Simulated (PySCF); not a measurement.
# Solver options tried on SiTe

Aim: find out which solver settings change the answer for SiTe.

Program: PySCF 2.14.0. Level of theory: method and basis as typed in the scripts. These are calculated values, not measurements.

5 further runs of the same task are left out: 1 for a known fault of the program, 4 that didn't finish.

## 1. Where the work starts

SiTe: 2 atoms, charge 0, spin multiplicity 1.

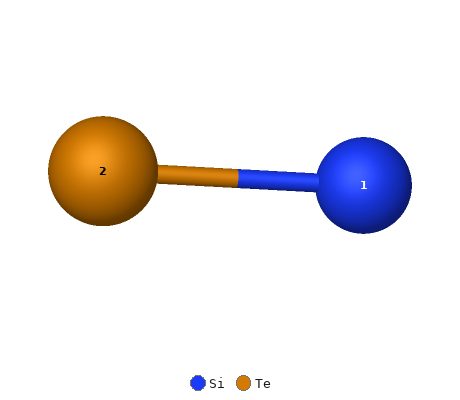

Start geometry, drawn with silicon blue, tellurium orange; atoms are numbered from 1 in the order of the file.

## 2. The run that the others are compared with

The input, input.py:

```python
from pyscf import gto, scf, mp

mol = gto.M(
    atom='Si 0 0 0; Te 0 0 2.8',
    basis='def2-svp',
    ecp={'Te': 'def2-svp'},
    charge=0,
    spin=0,
    symmetry=True,
    verbose=4,
)
mf = scf.RHF(mol)
mf.kernel()
mp.MP2(mf, frozen=9).kernel()
mf.dip_moment()
print('orbital energies (hartree):', mf.mo_energy[..., max(0, mol.nelec[1]-3):mol.nelec[0]+3].round(4))
```

Started as:

```console
> python input.py
```

The log of this run is left out.

It gives: E(SCF) = -555.767424 Eh, 13 cycles, E(MP2) − E(SCF) = -0.20908 Eh, μ = 3.98 D (of the SCF density).

The bond length is a typed value, not an optimised one.

## 3. Level shift 0.1 hartree

Variant 1 changes level shift: none → 0.1 hartree.

input.py: that of step 2 with these lines changed.

```diff
@@ -12,2 +12,3 @@
 mf = scf.RHF(mol)
+mf.level_shift = 0.1
 mf.kernel()
```

Started as:

```console
> python input.py
```

Log, cut to the lines that bear on the results:

```text
[lines on the frontier levels of each cycle are left out]
PySCF version 2.14.0

[INPUT] verbose = 4
[INPUT] num. atoms = 2
[INPUT] num. electrons = 38
[INPUT] charge = 0
[INPUT] spin (= nelec alpha-beta = 2S) = 0
[INPUT] symmetry True subgroup None
[INPUT] Mole.unit = angstrom
[INPUT] Symbol           X                Y                Z      unit          X                Y                Z       unit  Magmom
[INPUT]  1 Si     0.000000000000   0.000000000000   0.000000000000 AA    0.000000000000   0.000000000000   0.000000000000 Bohr   0.0
[INPUT]  2 Te     0.000000000000   0.000000000000   2.800000000000 AA    0.000000000000   0.000000000000   5.291233148782 Bohr   0.0

nuclear repulsion = 63.5012653104
point group symmetry = Coov
symmetry origin: [0.         0.         4.16885036]
symmetry axis x: [1. 0. 0.]
symmetry axis y: [0. 1. 0.]
symmetry axis z: [0. 0. 1.]
num. orbitals of irrep A1 = 18
num. orbitals of irrep E1x = 10
num. orbitals of irrep E1y = 10
num. orbitals of irrep E2x = 3
num. orbitals of irrep E2y = 3
number of shells = 18
number of NR pGTOs = 97
number of NR cGTOs = 44
basis = def2-svp
ecp = {'Te': 'def2-svp'}

******** <class 'pyscf.scf.hf_symm.SymAdaptedRHF'> ********
method = SymAdaptedRHF
initial guess = minao
damping factor = 0
level_shift factor = 0.1
DIIS = <class 'pyscf.scf.diis.CDIIS'>
diis_start_cycle = 1
diis_space = 8
diis_damp = 0
SCF conv_tol = 1e-09
SCF conv_tol_grad = None
SCF max_cycles = 50
direct_scf = True
direct_scf_tol = 1e-13
Freeze 0 electrons in irreps []
    38 free electrons in irreps A1 E1x E1y E2x E2y
Set gradient conv threshold to 3.16228e-05
Initial guess from minao.
init E= -527.08246922665
cycle= 1 E= -554.303604819052  delta_E= -27.2  |g|= 2.07  |ddm|= 6.94
cycle= 2 E= -552.580247534332  delta_E= 1.72  |g|= 2.22  |ddm|= 5.88
cycle= 3 E= -555.538234575321  delta_E= -2.96  |g|= 0.598  |ddm|= 3.96
cycle= 4 E= -555.751906460691  delta_E= -0.214  |g|= 0.132  |ddm|= 1.03
cycle= 5 E= -555.765025058648  delta_E= -0.0131  |g|= 0.0418  |ddm|= 0.331
cycle= 6 E= -555.766736122707  delta_E= -0.00171  |g|= 0.0158  |ddm|= 0.124
cycle= 7 E= -555.767134111622  delta_E= -0.000398  |g|= 0.00877  |ddm|= 0.0604
cycle= 8 E= -555.767277938075  delta_E= -0.000144  |g|= 0.0066  |ddm|= 0.0312
cycle= 9 E= -555.76740656561  delta_E= -0.000129  |g|= 0.00184  |ddm|= 0.0471
cycle= 10 E= -555.767421086661  delta_E= -1.45e-05  |g|= 0.000893  |ddm|= 0.0159
cycle= 11 E= -555.767423448913  delta_E= -2.36e-06  |g|= 0.000303  |ddm|= 0.00655
cycle= 12 E= -555.767423712095  delta_E= -2.63e-07  |g|= 0.000114  |ddm|= 0.00231
cycle= 13 E= -555.767423735148  delta_E= -2.31e-08  |g|= 3.55e-05  |ddm|= 0.000619
cycle= 14 E= -555.767423737112  delta_E= -1.96e-09  |g|= 1.25e-05  |ddm|= 0.000171
cycle= 15 E= -555.767423737283  delta_E= -1.71e-10  |g|= 3.67e-06  |ddm|= 4.11e-05
Extra cycle  E= -555.767423737285  delta_E= -2.05e-12  |g|= 4.86e-06  |ddm|= 1.41e-05
converged SCF energy = -555.767423737285

******** <class 'pyscf.mp.mp2.RMP2'> ********
nocc = 10, nmo = 35
frozen orbitals 9
E(RMP2) = -555.976507537986  E_corr = -0.209083800701351
E(SCS-RMP2) = -555.968813336266  E_corr = -0.201389598980657
E_corr(same-spin) = -0.0571280329164965
E_corr(oppo-spin) = -0.151955767784854
Dipole moment(X, Y, Z, Debye):  0.00000,  0.00000, -3.97995
orbital energies (hartree): [-0.3364 -0.2899 -0.2899 -0.0299 -0.0299  0.062 ]
```

It took 0.97 s on 1 thread, shared host.

Result: E(SCF) = -555.767424 Eh (no change), 15 cycles, E(MP2) − E(SCF) = -0.20908 Eh, μ = 3.98 D (of the SCF density).

## 4. Initial guess chk

Variant 2 changes initial guess: minao → chk.

input.py: that of step 2 with these lines changed.

```diff
@@ -12,2 +12,3 @@
 mf = scf.RHF(mol)
+mf.init_guess = 'chk'
 mf.kernel()
```

Started as:

```console
> python input.py
```

Log, cut to the lines that bear on the results:

```text
[lines on the frontier levels of each cycle are left out]
[... 32 set-up lines left out, the same as in an earlier log ...]
initial guess = chk
[... 1 set-up line left out, the same as in an earlier log ...]
level_shift factor = 0
[... 14 set-up lines left out, the same as in an earlier log ...]
init E= -527.08246922665
cycle= 1 E= -554.182588001268  delta_E= -27.1  |g|= 2.13  |ddm|= 7.07
cycle= 2 E= -552.045538653841  delta_E= 2.14  |g|= 2.35  |ddm|= 6.44
cycle= 3 E= -555.287353784812  delta_E= -3.24  |g|= 0.774  |ddm|= 4.74
cycle= 4 E= -555.67508691805  delta_E= -0.388  |g|= 0.423  |ddm|= 2.23
cycle= 5 E= -555.754997437354  delta_E= -0.0799  |g|= 0.126  |ddm|= 0.475
cycle= 6 E= -555.765992517816  delta_E= -0.011  |g|= 0.0264  |ddm|= 0.28
cycle= 7 E= -555.766597195974  delta_E= -0.000605  |g|= 0.023  |ddm|= 0.0688
cycle= 8 E= -555.767162383941  delta_E= -0.000565  |g|= 0.00903  |ddm|= 0.0662
cycle= 9 E= -555.767407823209  delta_E= -0.000245  |g|= 0.00196  |ddm|= 0.0722
cycle= 10 E= -555.767423691035  delta_E= -1.59e-05  |g|= 0.000246  |ddm|= 0.0228
cycle= 11 E= -555.767423733848  delta_E= -4.28e-08  |g|= 6.82e-05  |ddm|= 0.000733
cycle= 12 E= -555.76742373729  delta_E= -3.44e-09  |g|= 3.26e-06  |ddm|= 0.00028
cycle= 13 E= -555.767423737297  delta_E= -7.05e-12  |g|= 6e-07  |ddm|= 1.54e-05
Extra cycle  E= -555.767423737297  delta_E= -2.27e-13  |g|= 2.68e-07  |ddm|= 2.15e-06
converged SCF energy = -555.767423737297

******** <class 'pyscf.mp.mp2.RMP2'> ********
nocc = 10, nmo = 35
frozen orbitals 9
E(RMP2) = -555.976507674285  E_corr = -0.209083936987838
E(SCS-RMP2) = -555.968813485333  E_corr = -0.201389748036645
E_corr(same-spin) = -0.0571280496331852
E_corr(oppo-spin) = -0.151955887354653
Dipole moment(X, Y, Z, Debye):  0.00000,  0.00000, -3.97985
orbital energies (hartree): [-0.3364 -0.2899 -0.2899 -0.0299 -0.0299  0.062 ]
```

It took 0.95 s on 1 thread, shared host.

This run: E(SCF) = -555.767424 Eh (no change), 13 cycles, E(MP2) − E(SCF) = -0.20908 Eh, μ = 3.98 D (of the SCF density).

## 5. Point-group symmetry off

Variant 3 changes point-group symmetry: on → off.

input.py: that of step 2 with these lines changed.

```diff
@@ -8,3 +8,2 @@
     spin=0,
-    symmetry=True,
     verbose=4,
```

Started as:

```console
> python input.py
```

Log, cut to the lines that bear on the results:

```text
[lines on the frontier levels of each cycle are left out]
[... 7 set-up lines left out, the same as in an earlier log ...]
[INPUT] symmetry False subgroup None
[... 12 set-up lines left out, the same as in an earlier log ...]
******** <class 'pyscf.scf.hf.RHF'> ********
method = RHF
[... 14 set-up lines left out, the same as in an earlier log ...]
init E= -527.08246922665
cycle= 1 E= -554.182588001268  delta_E= -27.1  |g|= 2.13  |ddm|= 7.07
cycle= 2 E= -552.04553865384  delta_E= 2.14  |g|= 2.35  |ddm|= 6.44
cycle= 3 E= -555.287353784812  delta_E= -3.24  |g|= 0.774  |ddm|= 4.74
cycle= 4 E= -555.67508691805  delta_E= -0.388  |g|= 0.423  |ddm|= 2.23
cycle= 5 E= -555.754997437354  delta_E= -0.0799  |g|= 0.126  |ddm|= 0.475
cycle= 6 E= -555.765992517815  delta_E= -0.011  |g|= 0.0264  |ddm|= 0.28
cycle= 7 E= -555.766597195974  delta_E= -0.000605  |g|= 0.023  |ddm|= 0.0688
cycle= 8 E= -555.76716238394  delta_E= -0.000565  |g|= 0.00903  |ddm|= 0.0662
cycle= 9 E= -555.767407823209  delta_E= -0.000245  |g|= 0.00196  |ddm|= 0.0722
cycle= 10 E= -555.767423691034  delta_E= -1.59e-05  |g|= 0.000246  |ddm|= 0.0228
cycle= 11 E= -555.767423733848  delta_E= -4.28e-08  |g|= 6.82e-05  |ddm|= 0.000733
cycle= 12 E= -555.76742373729  delta_E= -3.44e-09  |g|= 3.26e-06  |ddm|= 0.00028
cycle= 13 E= -555.767423737297  delta_E= -7.05e-12  |g|= 6e-07  |ddm|= 1.54e-05
Extra cycle  E= -555.767423737297  delta_E= -2.27e-13  |g|= 2.68e-07  |ddm|= 2.15e-06
converged SCF energy = -555.767423737297

******** <class 'pyscf.mp.mp2.RMP2'> ********
nocc = 10, nmo = 35
frozen orbitals 9
E(RMP2) = -555.976507674285  E_corr = -0.209083936987846
E(SCS-RMP2) = -555.968813485333  E_corr = -0.201389748036652
E_corr(same-spin) = -0.0571280496331873
E_corr(oppo-spin) = -0.151955887354658
Dipole moment(X, Y, Z, Debye):  0.00000, -0.00000, -3.97985
orbital energies (hartree): [-0.3364 -0.2899 -0.2899 -0.0299 -0.0299  0.062 ]
```

Wall time 0.92 s (1 thread, shared host).

This run: E(SCF) = -555.767424 Eh (no change), 13 cycles, E(MP2) − E(SCF) = -0.20908 Eh, μ = 3.98 D (of the SCF density).

## 6. Damping 0.8

Variant 4 changes damping: none → 0.8.

input.py: that of step 2 with these lines changed.

```diff
@@ -12,2 +12,4 @@
 mf = scf.RHF(mol)
+mf.damp = 0.8
+mf.diis_start_cycle = 8
 mf.kernel()
```

Started as:

```console
> python input.py
```

Log, cut to the lines that bear on the results:

```text
[lines on the frontier levels of each cycle are left out]
[... 33 set-up lines left out, the same as in an earlier log ...]
damping factor = 0.8
[... 2 set-up lines left out, the same as in an earlier log ...]
diis_start_cycle = 8
[... 11 set-up lines left out, the same as in an earlier log ...]
init E= -527.08246922665
cycle= 1 E= -554.182588001268  delta_E= -27.1  |g|= 2.13  |ddm|= 7.07
cycle= 2 E= -554.727072894762  delta_E= -0.544  |g|=  1.7  |ddm|= 1.22
cycle= 3 E= -555.152447308564  delta_E= -0.425  |g|= 1.32  |ddm|= 0.967
cycle= 4 E= -555.463372863642  delta_E= -0.311  |g|= 0.977  |ddm|= 0.777
cycle= 5 E= -555.64738032328  delta_E= -0.184  |g|= 0.676  |ddm|= 0.593
cycle= 6 E= -555.72134942057  delta_E= -0.074  |g|= 0.463  |ddm|= 0.379
cycle= 7 E= -555.744926669991  delta_E= -0.0236  |g|= 0.338  |ddm|= 0.208
cycle= 8 E= -555.761141458938  delta_E= -0.0162  |g|= 0.134  |ddm|= 0.604
cycle= 9 E= -555.761183502176  delta_E= -4.2e-05  |g|= 0.115  |ddm|= 0.355
cycle= 10 E= -555.767019295334  delta_E= -0.00584  |g|= 0.0166  |ddm|=  0.2
cycle= 11 E= -555.767259104523  delta_E= -0.00024  |g|= 0.0072  |ddm|= 0.0375
cycle= 12 E= -555.767374931572  delta_E= -0.000116  |g|= 0.00354  |ddm|= 0.0343
cycle= 13 E= -555.767417803662  delta_E= -4.29e-05  |g|= 0.00127  |ddm|= 0.0274
cycle= 14 E= -555.767423734349  delta_E= -5.93e-06  |g|= 6.13e-05  |ddm|= 0.0142
cycle= 15 E= -555.767423737188  delta_E= -2.84e-09  |g|= 1.08e-05  |ddm|= 0.000215
cycle= 16 E= -555.767423737297  delta_E= -1.09e-10  |g|= 1.22e-06  |ddm|= 5.07e-05
Extra cycle  E= -555.767423737298  delta_E= -9.09e-13  |g|= 1e-06  |ddm|= 4.62e-06
converged SCF energy = -555.767423737298

******** <class 'pyscf.mp.mp2.RMP2'> ********
nocc = 10, nmo = 35
frozen orbitals 9
E(RMP2) = -555.976507547559  E_corr = -0.209083810260914
E(SCS-RMP2) = -555.968813366483  E_corr = -0.201389629185657
E_corr(same-spin) = -0.0571280113008919
E_corr(oppo-spin) = -0.151955798960022
Dipole moment(X, Y, Z, Debye):  0.00000,  0.00000, -3.97988
orbital energies (hartree): [-0.3364 -0.2899 -0.2899 -0.0299 -0.0299  0.062 ]
```

Wall time 0.96 s (1 thread, shared host).

This run: E(SCF) = -555.767424 Eh (no change), 16 cycles, E(MP2) − E(SCF) = -0.20908 Eh, μ = 3.98 D (of the SCF density).

The script also starts DIIS later, which adds to the count of cycles.

## 7. All runs together

```
                     run  E(SCF) (hartree)  from base (eV)  cycles  gap (eV)  SCF dipole (D)                           after the SCF
                    base       -555.767424               0      13      7.07            3.98  MP2 correlation -5.689 eV, core frozen
 level shift 0.1 hartree       -555.767424          0.0000      15      7.07            3.98  MP2 correlation -5.689 eV, core frozen
       initial guess chk       -555.767424          0.0000      13      7.07            3.98  MP2 correlation -5.689 eV, core frozen
point-group symmetry off       -555.767424          0.0000      13      7.07            3.98  MP2 correlation -5.689 eV, core frozen
             damping 0.8       -555.767424          0.0000      16      7.07            3.98  MP2 correlation -5.689 eV, core frozen
```

Wall time on 1 thread, shared host, start-up included: base 1 s; level shift 0.1 hartree 0.97 s; initial guess chk 0.95 s; point-group symmetry off 0.92 s; damping 0.8 0.96 s.

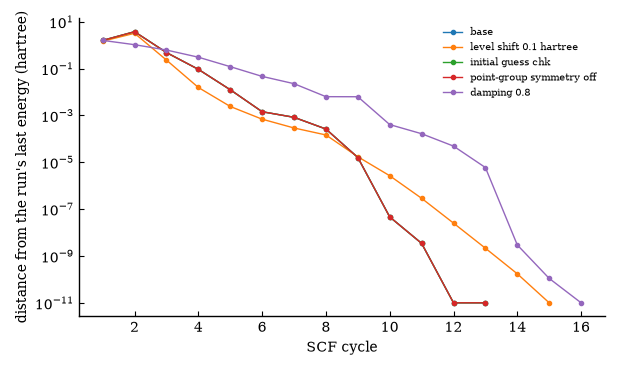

How each run approaches its own final energy.

**Reading.** No change of the SCF energy comes from level shift 0.1 hartree or initial guess chk or point-group symmetry off or damping 0.8. PySCF falls back to minao for a guess that it doesn't know or can't read, so that run repeats the base. The base needs 13 cycles and the run with damping 0.8 needs 16.
